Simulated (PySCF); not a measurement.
C$_{8}$H$_{14}$OSi (Si(vinyl)3(OEt))

```xyz
24

Si    0.3902    0.2648    0.3520
C     0.5800   -0.0046    2.1851
C     0.0999    0.8424    3.1025
H     1.1060   -0.9052    2.5296
H    -0.4431    1.7502    2.8145
H     0.2162    0.6686    4.1785
C     2.0686    0.2466   -0.4762
C     3.2239    0.2735    0.1993
H     2.1212    0.2419   -1.5741
H     3.2483    0.2890    1.2953
H     4.1979    0.2853   -0.3035
C    -0.4791    1.8829   -0.0090
C    -1.7728    1.9355   -0.3494
H     0.0836    2.8245    0.0481
H    -2.3765    1.0233   -0.4225
H    -2.2866    2.8792   -0.5668
O    -0.5605   -0.9834   -0.2277
C    -0.6909   -1.3368   -1.5820
C    -1.8450   -2.2989   -1.7430
H    -0.8600   -0.4387   -2.2086
H     0.2443   -1.8055   -1.9443
H    -1.9582   -2.6030   -2.7946
H    -1.6799   -3.1990   -1.1325
H    -2.7851   -1.8331   -1.4107
```

Geometry: PBE0-D3(BJ)/def2-SVP.

Method: PBE0/pcSseg-1, SCF density, gas phase, non-relativistic in PySCF.

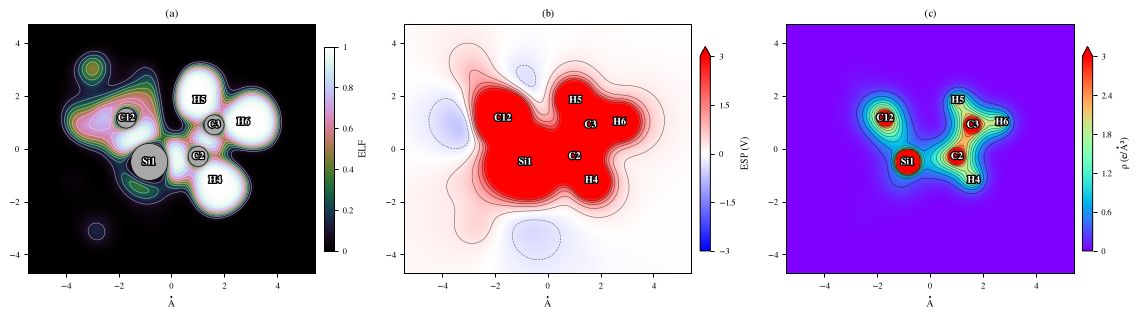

Figure 1. (a) electron localisation function; (b) molecular electrostatic potential; (c) total electron density on the plane of atoms C2, C3 and H6. Grey discs cover the atomic cores in the ELF map.

What do the fields say about this system?

Answer. The plane passes through Si, C and H nuclei.
C–C (1.34 Å): ρ is about 2.3 e/Å³ halfway; the ELF peaks at about 0.90 between the atoms (a short, multiple covalent bond).
C–Si (1.86 Å): ρ at the midpoint is about 0.98 e/Å³; the ELF peaks at about 0.95 between the atoms, as expected for a shared electron pair.
C–H (1.10 Å): ρ at the midpoint is about 2 e/Å³; the ELF climbs to about 1 towards the hydrogen, as it does in any bond to H: a covalent bond by its length.
Outside the dense part of the molecule the potential is most negative (−0.7 V) near C12.

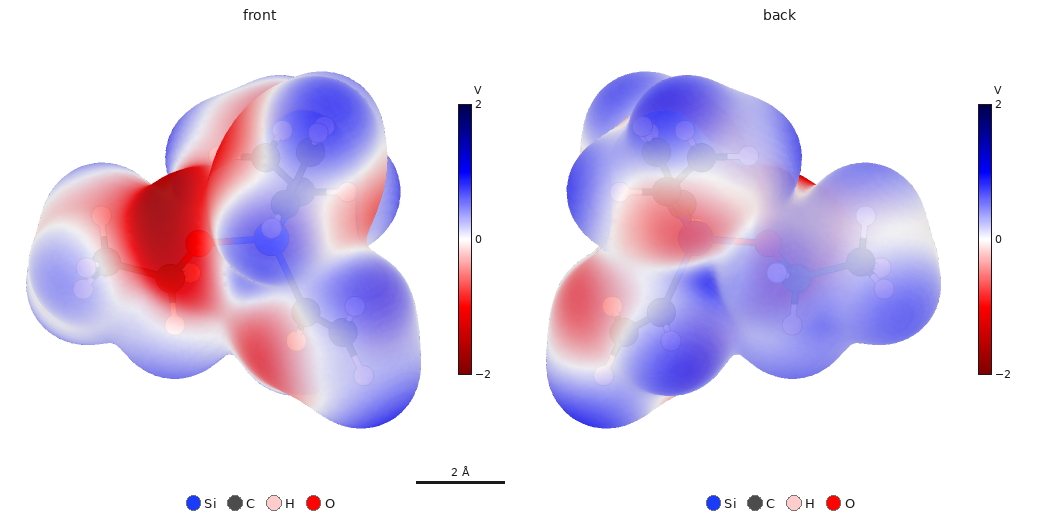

Figure 2. The molecular electrostatic potential painted on the density surface at 0.002 e/bohr³, seen from the front and from behind; red is negative and blue positive.

Describe the electrostatic potential map.

Answer. The most negative region (about −1.6 V, or −37 kcal/mol for a unit charge) lies over O17, the most positive (about +0.8 V, or +18 kcal/mol for a unit charge) over the H and Si atoms. O17 is the likeliest acceptor of a hydrogen bond.

What dipole moment does the calculation give?

Answer. Its dipole moment is 0.94 D.
